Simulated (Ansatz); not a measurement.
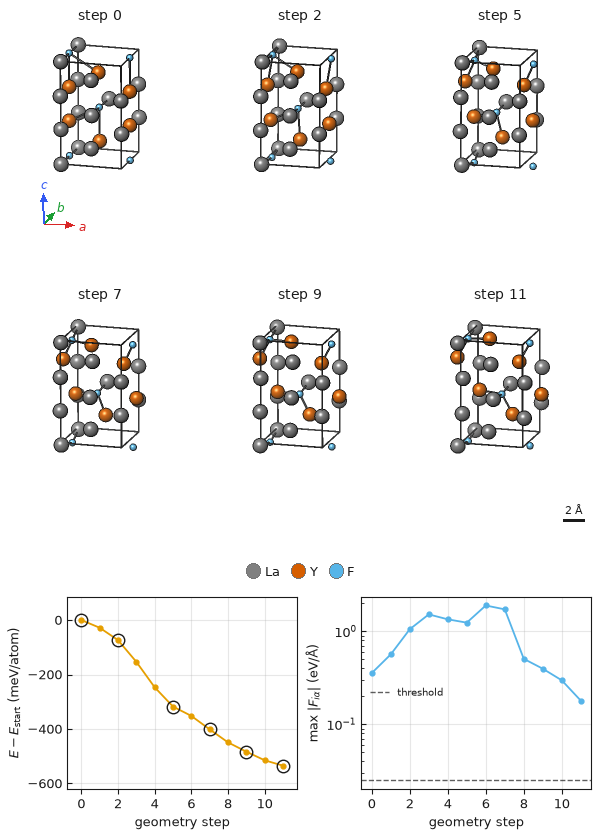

Frames of a relaxation of a crystal of La₃Y₂F (a generated structure, set up in P1) (coarse preliminary run), marked on the history of the run. The picture is a ball-and-stick view of the cell of the calculation, seen slightly off an axis.

All numbers below come from DFT PBE, scalar-relativistic, plane waves, PAW (Ansatz 0.2.0).

Input file:
```yaml
crystal:
  lattice:
    - [-3.0882898249, 5.3005425842, 0.0695072489]
    - [-0.0678103406, 0.0423183489, 6.286103546]
    - [9.0995458307, 5.205092934, -0.064101463]
  atoms:
    - { symbol: La, position: [1.0072224689, -0.0049350525, -0.001964979] }
    - { symbol: La, position: [0.5137088924, -0.003157129, 0.4960739186] }
    - { symbol: La, position: [0.4972558356, 0.0186068163, 0.1687022166] }
    - { symbol: La, position: [0.9985470129, -0.0048701227, 0.6608097235] }
    - { symbol: La, position: [0.0046367523, 0.0046381887, 0.3362401712] }
    - { symbol: La, position: [0.502336271, 0.0073758222, 0.8358776673] }
    - { symbol: "Y", position: [0.5001708568, 0.5002897691, 0.1652740182] }
    - { symbol: "Y", position: [1.0008143246, 0.4940151647, 0.6713632764] }
    - { symbol: "Y", position: [0.0011405521, 0.4910402092, 0.3420699809] }
    - { symbol: "Y", position: [0.4835392981, 0.4902732457, 0.8335604929] }
    - { symbol: F, position: [1.001112447, 0.4947576302, 0.0003219981] }
    - { symbol: F, position: [0.4895152882, 0.5119654581, 0.4916715151] }
basis:
  ecutwfc: 420
kpoints:
  mp_grid: { grid: [4, 4, 2] }
hamiltonian:
  xc: pbe
scf:
  occupations: { method: gaussian, width: 0.2 }
  lower_state_search: "off"
output:
  forces: true
  stress: true
  eigenvalues: true
relax:
  adjacent_minimum: "off"
  f_tol: 0.025
  max_steps: 60
  cell: { stress_tol: 0.25 }
```

Launched with:
```bash
ansatz run input.yaml --threads 1 --pin off --max-ram 2560MiB --backend cpu --events-out ev --progress --plain --runs-dir out
```

Describe the path.

The run was cut off at its time limit before the relaxation converged, so the last structure is only a point on the way. The energy falls by 535 meV per atom in 11 geometry steps. Largest force component: 0.36 eV/Å at the start, 0.18 eV/Å at the end. Pressure: −1.14 GPa at the start and −0.15 GPa at the end. The largest moves relative to the cell, 1.58 Å, are those of Y9 and Y10. Y9 goes along [3 0 2]. By element the largest moves are Y 1.58 Å, F 0.81 Å, La 0.57 Å. Cell: a 6.135 → 6.249 Å (+1.9 %), b 6.287 → 6.024 Å (−4.2 %), c 10.483 → 10.503 Å (+0.2 %), α 90.7° → 91.4°, β 90.5° → 90.0°, γ 88.7° → 87.9°. Volume −2.3 %. Some distances before and after: Y10–F11 3.449 → 2.205 Å, Y8–F11 3.448 → 2.225 Å, Y7–F12 3.423 → 2.224 Å, Y9–F12 3.375 → 2.222 Å. Bond angles that change, for instance: F11–La1–F11 178.4° → 166.4°, La1–F11–La1 178.4° → 166.4°. The space group stays P1 (No. 1). Cost: 8.3 min on 1 thread of Intel(R) Xeon(R) 6975P-C (Granite Rapids) (shared host), peak memory 1 GiB. From step 0 to 2: F12 moves most (0.36 Å), volume −6.7 %, energy −73.6 meV per atom. From step 2 to 5: F11 moves most (0.55 Å), energy −244 meV per atom. From step 5 to 7: Y10 moves most (0.31 Å), volume +6.1 %, energy −83.8 meV per atom. From step 7 to 9: Y7 moves most (0.39 Å), volume +0.6 %, energy −82.0 meV per atom. From step 9 to 11: La6 moves most (0.37 Å), volume −1.8 %, energy −51.4 meV per atom.

| step | E − E(0), meV/atom | largest force component, eV/Å | pressure, GPa | volume, Å³/atom |
| --- | --- | --- | --- | --- |
| 0 | 0.00 | 0.3557 | -1.14 | 33.681 |
| 1 | -28.16 | 0.5650 | 0.08 | 32.076 |
| 2 | -73.57 | 1.0539 | 0.66 | 31.414 |
| 3 | -153.35 | 1.5235 | 1.25 | 31.027 |
| 4 | -246.82 | 1.3483 | 1.62 | 30.987 |
| 5 | -317.71 | 1.2410 | 2.19 | 31.438 |
| 6 | -352.07 | 1.8992 | 0.82 | 33.192 |
| 7 | -401.49 | 1.7259 | 0.93 | 33.347 |
| 8 | -449.28 | 0.5062 | -0.03 | 33.675 |
| 9 | -483.48 | 0.3964 | 0.05 | 33.535 |
| 10 | -515.03 | 0.2972 | 0.03 | 33.147 |
| 11 | -534.84 | 0.1797 | -0.15 | 32.918 |
